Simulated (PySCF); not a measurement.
# ClH3SSi (ClH2Si(SH)): the cost of one run

Computed with PySCF 2.14.0, with density-fitted response routines of our own, on a single molecule, in the gas phase or a continuum. Atoms are numbered from 0 throughout.

### Step 1. Starting geometry

6 atoms, charge 0, multiplicity 1; geometry from: GFN2-xTB.

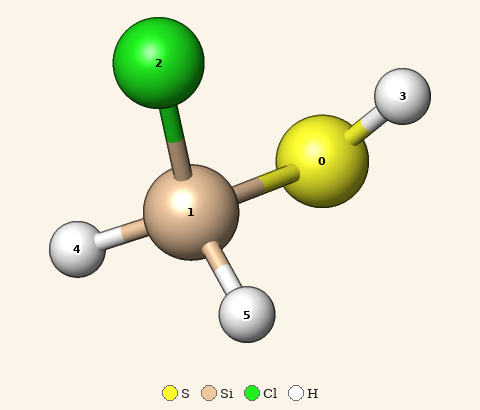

As it starts; sulfur yellow, silicon light orange, chlorine green, hydrogen white, atoms numbered; sticks join atoms by distance.

### Step 2. Relaxing the molecule at PBE0-D3(BJ)/def2-SVP

What the job is given:

```
{"job": {"xc": "PBE0", "basis": "def2-SVP", "d3": "d3bj", "grid": 1, "kind": "geom"}, "charge": 0, "multiplicity": 1}
S      1.524212    -0.450190    -0.551554
Si    -0.534002    -0.198949     0.014033
Cl    -1.035849     1.749533    -0.014327
H      2.012909     0.559628     0.153667
H     -1.261839    -0.950082    -0.988952
H     -0.702307    -0.707950     1.365559
```

On the command line:

```bash
> OMP_NUM_THREADS=1 python probes_run.py task.json out
```

One launch serves the whole session: the jobs run in the order shown.

**Question.** How long does this first job take on 1 thread of Arm Neoverse V2, shared host, and how much memory does it need?

About 9.8 s, with a peak of 0.31 GiB.
